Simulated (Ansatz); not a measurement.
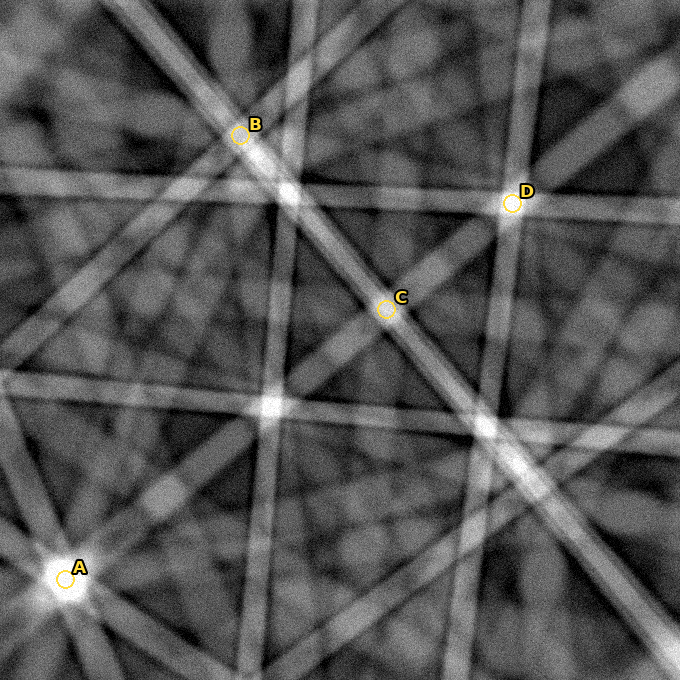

Simulated Kikuchi (electron backscatter) pattern at 15 kV: kinematic bands of width 2θ(Bragg) in gnomonic projection, seen from the camera side; the frame spans ±37° from its centre. Crystal: Hf₂As₃, space group P4/mbm (No. 127), a = 7.38 Å, c = 3.57 Å. Structure: coordinates from a relaxation with DFT PBE, scalar-relativistic, plane waves, PAW (Ansatz); the starting structure was generated, so it need not be a known form of this composition.

Pole A is [11-3] and pole B is [310].

Q: Index the poles C and D.

A: C is [110], 45.7° from A and 26.6° from B. D is [111], 64.6° from A and 32.2° from B.

Q: Which band joins A and C, and how wide is it?

A: It comes from the planes common to both zones. The strongest order is 3 -3 0 with d = 1.738 Å, so the band is 2θ = 3.3° wide (λ = 0.0994 Å). Other orders of the same planes (4 -4 0) lie on the same centre line with other widths.
